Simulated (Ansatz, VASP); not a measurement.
# Cross-check of Sc2SiO between VASP and Ansatz

Aim: how closely do two programs agree when they are given the same cell, functional and k mesh? The cell is invented: As first built, before any earlier steps moved the atoms: it takes the Sc2CO structure with some of its atoms replaced by other elements, volume scaled by an estimate. It may not be a known or stable phase. The cell comes out of the VASP series on this material, whose earlier steps may have relaxed, scaled or displaced it; both programs get it as it stands.

Calculated with Ansatz 0.2.0; plane waves, with VASP 6.6.1 beside it; band structure at r2SCAN.

### 1. The structure

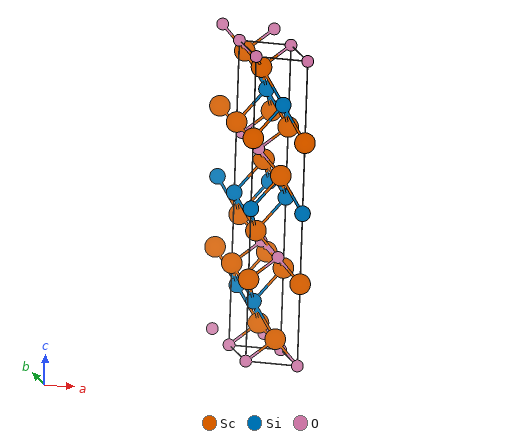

The cell as given, slightly off an axis (scandium orange, silicon blue, oxygen pink). 1×2×1 cells are drawn. This picture shows the conventional cell, with its axes. Bonds to atoms that aren't drawn are left out. Some periodic images of atoms are drawn too.

### 2. VASP: band structure, r2SCAN

Levels along a path test the potential and the projectors away from the mesh points.

Lines of VASP's logs that name or quote its potential files are left out, and so is its time.

INCAR

```
SYSTEM = Sc2SiO
PREC = Accurate
ENCUT = 520
EDIFF = 1E-06
NELM = 100
ISMEAR = 0
SIGMA = 0.05
LREAL = .FALSE.
ALGO = Normal
METAGGA = R2SCAN
LASPH = .TRUE.
NBANDS = 30
LORBIT = 11
LWAVE = .FALSE.
LCHARG = .FALSE.
KPAR = 2
```

POSCAR

```
Sc2SiO
1.0
    1.6129827563      0.9312554067      6.5571595377
   -1.6129827563      0.9312554067      6.5571595377
    0.0000000000     -1.8625119406      6.5571595698
Sc Si O
2 1 1
Direct
    0.2684413059      0.2684413059      0.2684413065
    0.7315586941      0.7315586941      0.7315586935
    0.5000000000      0.5000000000      0.5000000000
    0.0000000000      0.0000000000      0.0000000000
```

KPOINTS

```
Automatic mesh
0
Gamma
8 8 8
0 0 0
```

KPOINTS_OPT

```
Line mode
16
Line-mode
Reciprocal
  0.00000000   0.00000000   0.00000000 GAMMA
  0.50000000   0.00000000   0.00000000 L

  0.50000000   0.00000000   0.00000000 L
  0.50000000   0.18011335  -0.18011335 B1

  0.81988665   0.50000000   0.18011335 B
  0.50000000   0.50000000   0.50000000 Z

  0.50000000   0.50000000   0.50000000 Z
  0.00000000   0.00000000   0.00000000 GAMMA

  0.00000000   0.00000000   0.00000000 GAMMA
  0.34005668   0.00000000  -0.34005668 X

  0.65994332   0.34005668   0.00000000 Q
  0.50000000   0.50000000   0.00000000 F

  0.50000000   0.50000000   0.00000000 F
  0.65994332   0.65994332   0.18011335 P1

  0.65994332   0.65994332   0.18011335 P1
  0.50000000   0.50000000   0.50000000 Z

  0.50000000   0.00000000   0.00000000 L
  0.81988665   0.34005668   0.34005668 P
```

Potentials, in the order of the species: Sc_sv, Si and O (PBE family, release 64).

Started as:

```console
mpirun -np 2 vasp_std
```

Numbers of over 12 decimals in the logs are rounded to 6 here.

Output:

```text
[banner, memory and clock lines left out]
running    2 mpi-ranks, on    1 nodes
 distrk:  each k-point on    1 cores,    2 groups
 distr:  one band on    1 cores,    1 groups

 POSCAR found type information on POSCAR ScSiO
 POSCAR found :  3 types and       4 ions
|                                                                             |
|               ----> ADVICE to this user running VASP <----                  |
|                                                                             |
|     You enforced a specific xc type in the INCAR file but a different       |
|     [... a line on the potential file left out ...]
|     I HOPE YOU KNOW WHAT YOU ARE DOING!                                     |
|                                                                             |

 LDA part: xc-table for (None), standard interpolation
 POSCAR, INCAR and KPOINTS ok, starting setup
 FFT: planning ... GRIDC
 FFT: planning ... GRID_SOFT
 FFT: planning ... GRID
 WAVECAR not read
 entering main loop
       N       E                     dE             d eps       ncg     rms          rms(c)
DAV:   1     0.389227717253E+03    0.38923E+03   -0.14382E+04  3940   0.116E+03
DAV:   2    -0.226280556043E+02   -0.41186E+03   -0.39234E+03  3916   0.420E+02
DAV:   3    -0.553820577669E+02   -0.32754E+02   -0.30894E+02  5852   0.122E+02
DAV:   4    -0.564946289843E+02   -0.11126E+01   -0.11031E+01  6238   0.228E+01
DAV:   5    -0.565013935094E+02   -0.67645E-02   -0.67635E-02  5856   0.230E+00    0.171E+01
DAV:   6    -0.445066955969E+02    0.11995E+02   -0.10144E+01  5620   0.398E+01    0.481E+00
DAV:   7    -0.446870829703E+02   -0.18039E+00   -0.10021E+00  5132   0.671E+00    0.341E+00
DAV:   8    -0.447352975024E+02   -0.48215E-01   -0.36266E-01  5218   0.396E+00    0.189E+00
DAV:   9    -0.446885483307E+02    0.46749E-01   -0.73641E-02  6002   0.191E+00    0.486E-01
DAV:  10    -0.446850683158E+02    0.34800E-02   -0.22546E-02  5512   0.834E-01    0.154E-01
DAV:  11    -0.446850314739E+02    0.36842E-04   -0.88252E-04  5920   0.315E-01    0.394E-02
DAV:  12    -0.446850526418E+02   -0.21168E-04   -0.97135E-05  5582   0.913E-02    0.235E-02
DAV:  13    -0.446850562716E+02   -0.36298E-05   -0.12239E-05  5182   0.316E-02    0.158E-02
DAV:  14    -0.446850538310E+02    0.24405E-05   -0.83489E-06  5246   0.206E-02    0.258E-03
DAV:  15    -0.446850541078E+02   -0.27674E-06   -0.85073E-07  2912   0.709E-03
   1 F= -.44685054E+02 E0= -.44683629E+02  d E =-.285112E-02
 Start KPOINTS_OPT (optional k-point list driver)
k-point batch [1-65\144]
       N       E                     dE             ncg
DAV:   1    -0.949341502390E+03   -0.44594E+05     3916
DAV:   2    -0.269651345938E+05   -0.26016E+05     3900
DAV:   3    -0.288201841482E+05   -0.18550E+04     5422
DAV:   4    -0.288920115284E+05   -0.71827E+02     6048
DAV:   5    -0.288924364661E+05   -0.42494E+00     5498
DAV:   6    -0.288924488737E+05   -0.12408E-01     5928
DAV:   7    -0.288924491617E+05   -0.28797E-03     5442
DAV:   8    -0.288924491657E+05   -0.40158E-05     3746
DAV:   9    -0.288924491661E+05   -0.40967E-06     2868
[...]
k-point batch [131-144\144]
       N       E                     dE             ncg
DAV:   1     0.546162217640E+05   -0.17792E+05      848
DAV:   2     0.488913982727E+05   -0.57248E+04      840
DAV:   3     0.485023312982E+05   -0.38907E+03     1150
DAV:   4     0.484902240514E+05   -0.12107E+02     1284
DAV:   5     0.484901608312E+05   -0.63220E-01     1174
DAV:   6     0.484901597455E+05   -0.10857E-02     1280
DAV:   7     0.484901597154E+05   -0.30037E-04     1132
DAV:   8     0.484901597146E+05   -0.87434E-06      816
```

From OUTCAR (step 2):

```text
ion  position               nearest neighbor table
   1  0.268  0.268  0.268-   4 2.26   4 2.26   4 2.26   3 2.73   3 2.73   3 2.73   2 3.16   2 3.16
                             2 3.16
   2  0.732  0.732  0.732-   4 2.26   4 2.26   4 2.26   3 2.73   3 2.73   3 2.73   1 3.16   1 3.16
                             1 3.16
   3  0.500  0.500  0.500-   1 2.73   2 2.73   1 2.73   1 2.73   2 2.73   2 2.73
   4  0.000  0.000  0.000-   2 2.26   1 2.26   2 2.26   2 2.26   1 2.26   1 2.26

  LATTYP: Found a trigonal (rhomboedric) cell.
 ALAT       =     6.8165454013
 COS(alpha) =     0.8880147609

 Subroutine GETGRP returns: Found 12 space group operations
 (whereof 12 operations were pure point group operations)

The static configuration has the point symmetry D_3d.

 Found     65 irreducible k-points:

   k-points           NKPTS =     65   k-points in BZ     NKDIM =     65   number of bands    NBANDS=     30

   dimension x,y,z NGX =    54 NGY =   54 NGZ =   54
   dimension x,y,z NGXF=   108 NGYF=  108 NGZF=  108

   ENCUT  =  520.0 eV  38.22 Ry    6.18 a.u.  12.67 12.67 12.67*2*pi/ulx,y,z

   NELECT =      32.0000    total number of electrons

 k-points in reciprocal lattice and weights: Automatic mesh
   0.00000000  0.00000000  0.00000000       0.002
   0.12500000  0.00000000 -0.00000000       0.012
   0.25000000  0.00000000 -0.00000000       0.012
   0.37500000  0.00000000 -0.00000000       0.012
   0.50000000  0.00000000 -0.00000000       0.006
   0.12500000  0.12500000 -0.00000000       0.012
   0.25000000  0.12500000 -0.00000000       0.023
   0.37500000  0.12500000 -0.00000000       0.023
   0.50000000  0.12500000  0.00000000       0.023
[...]
-0.37500000  0.50000000  0.37500000       0.012
   0.50000000  0.50000000  0.50000000       0.002

 average (electrostatic) potential at core
       1 -48.2877       2 -48.2877       3 -85.1043       4 -74.1381

 E-fermi :   7.3637

 k-point     1 :       0.0000    0.0000    0.0000
  band No.  band energies     occupation
    ...
     11      -0.4655      2.00000
     12       0.9506      2.00000
     13       0.9506      2.00000
     14       4.2644      2.00000
     15       6.6760      2.00000
     16       8.3301      0.00000
     17       8.3301      0.00000
     18       8.6918      0.00000
     19       9.2292      0.00000
     20       9.2292      0.00000
    ...

 k-point     2 :       0.1250    0.0000   -0.0000
  band No.  band energies     occupation
    ...
     11      -0.2556      2.00000
     12       0.7410      2.00000
     13       0.9335      2.00000
     14       4.1503      2.00000
     15       6.8902      2.00000
     16       7.6436      0.00000
     17       8.3569      0.00000
     18       8.3642      0.00000
     19       8.9792      0.00000
     20       8.9900      0.00000
    ...

 k-point     3 :       0.2500    0.0000   -0.0000
  band No.  band energies     occupation
    ...
     12       0.3438      2.00000
     13       0.8822      2.00000
     14       4.1286      2.00000
     15       5.8858      2.00000
     16       6.8903      2.00000
     17       8.1913      0.00000
     18       8.2751      0.00000
     19       8.4750      0.00000
     20       9.5276      0.00000
     21       9.8282      0.00000
    ...

  Total        0.0343635      0.0343635     -0.0315705      0.0000000      0.0000000      0.0000000
  in kB        0.9316270      0.9316265     -0.8559054      0.0000000      0.0000000      0.0000000
  external PRESSURE =       0.3357827 kB  Pullay stress =       0.0000000 kB

  energy-cutoff  :      520.00
  volume of cell :       59.10
      direct lattice vectors                 reciprocal lattice vectors
     1.612982756  0.931255407  6.557159538     0.309984715  0.178969807  0.050835030
    -1.612982756  0.931255407  6.557159538    -0.309984715  0.178969807  0.050835030
     0.000000000 -1.862511941  6.557159570     0.000000000 -0.357939611  0.050834999

 POSITION                                       TOTAL-FORCE (eV/Angst)
 -----------------------------------------------------------------------------------
      0.00000     -0.00000      5.28064         0.000000      0.000000     -0.000388
      0.00000     -0.00000     14.39084         0.000000     -0.000000      0.000388
      0.00000     -0.00000      9.83574        -0.000000     -0.000000     -0.000000
      0.00000      0.00000      0.00000         0.000000     -0.000000     -0.000000
 -----------------------------------------------------------------------------------
    total drift:                                0.000000     -0.000000     -0.000000

  FREE ENERGIE OF THE ION-ELECTRON SYSTEM (eV)
  ---------------------------------------------------
  free  energy   TOTEN  =       -44.6850541078 eV

  energy  without entropy=      -44.6822029839  energy(sigma->0) =      -44.68362855

 total charge
# of ion       s       p       d       tot
------------------------------------------
    1        2.176   6.166   1.190   9.533
    2        2.176   6.166   1.190   9.533
    3        0.798   0.881   0.000   1.679
    4        1.559   3.489   0.000   5.048
--------------------------------------------------
tot          6.710  16.702   2.381  25.792

[... 3 further parts left out ...]
```

The run ends at a pressure of 0.03 GPa, with forces up to 3.9e-4 eV/Å.

[end of part 1 of 2]

[Lines on the potential files, build, host, timing and source positions are cut from VASP's logs without a mark.]

[Logs are printed without paths, hosts, clocks, repeated set-up lines and the standing remarks that a program may print on its own settings, such as how far it seeks lower states.]

[Hosts, paths, dates, database ids (printed as entryN), source tags and the programs' standing remarks are cut or masked in the printed files.]
